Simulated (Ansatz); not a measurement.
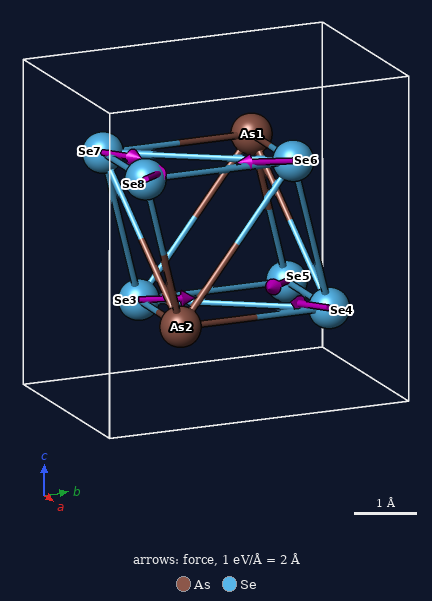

Starting geometry of a crystal of AsSe₃ (a generated structure, set up in P6_3/mmc) (coarse preliminary run) with the computed forces as purple arrows. A ball-and-stick model of the cell of the calculation, seen slightly off an axis.

Level of theory: DFT PBE, scalar-relativistic, plane waves, PAW (Ansatz).

Input file:
```yaml
crystal:
  lattice:
    - [6.61884351, 0.0, 0.0]
    - [-3.30942176, 5.73208662, 0.0]
    - [0.0, 0.0, 5.37019787]
  atoms:
    - { symbol: As, position: [0.33333333, 0.66666667, 0.75] }
    - { symbol: As, position: [0.66666667, 0.33333333, 0.25] }
    - { symbol: Se, position: [0.1686046, 0.33720919, 0.25] }
    - { symbol: Se, position: [0.66279081, 0.8313954, 0.25] }
    - { symbol: Se, position: [0.1686046, 0.8313954, 0.25] }
    - { symbol: Se, position: [0.8313954, 0.66279081, 0.75] }
    - { symbol: Se, position: [0.33720919, 0.1686046, 0.75] }
    - { symbol: Se, position: [0.8313954, 0.1686046, 0.75] }
basis:
  ecutwfc: 420
kpoints:
  mp_grid: { grid: [3, 3, 4] }
hamiltonian:
  xc: pbe
scf:
  occupations: { method: gaussian, width: 0.1 }
  lower_state_search: "off"
output:
  forces: true
  stress: true
  eigenvalues: true
relax:
  adjacent_minimum: "off"
  f_tol: 0.04
  max_steps: 70
  cell: { stress_tol: 0.4 }
```

Command:
```bash
ansatz run input.yaml --threads 1 --pin off --max-ram 2560MiB --backend cpu --events-out ev --progress --plain --runs-dir out
```

**What follows when this structure is relaxed?**

It isn't relaxed: the largest force vector, on Se atoms, is 0.48 eV/Å. The atoms end up moving mostly along the starting forces (cosine between the two patterns 1.00). After 11 accepted moves (13 points after the start) the energy has fallen by 4.425 eV per cell of the calculation. Largest force component: 0.48 eV/Å at the start, 0.0032 eV/Å at the end. The pressure goes from −9.41 to 0.14 GPa. The SCF was repeated twice at an unchanged geometry on a basis and grid sized afresh for the cell, which shifted the energy by 21.1 meV per cell of the calculation at most. The largest moves relative to the cell, 0.17 Å, are those of Se3, Se4, Se5, Se6, Se7 and Se8. Se4 goes along [−2 −1 0]. As stays in place. Cell: a = b 6.619 → 7.683 Å (+16.1 %), c 5.370 → 3.610 Å (−32.8 %). Volume −9.4 %. Among the contacts that change: Se3–Se4 3.348 → 4.175 Å, As1–Se3 3.283 → 2.713 Å, As1–Se6 3.309 → 3.846 Å, Se3–Se7 3.308 → 3.011 Å. The space group stays P6_3/mmc (No. 194). Cost: 2.4 min on 1 thread of Arm Neoverse V2, on a shared host, peak memory 0.5 GiB.
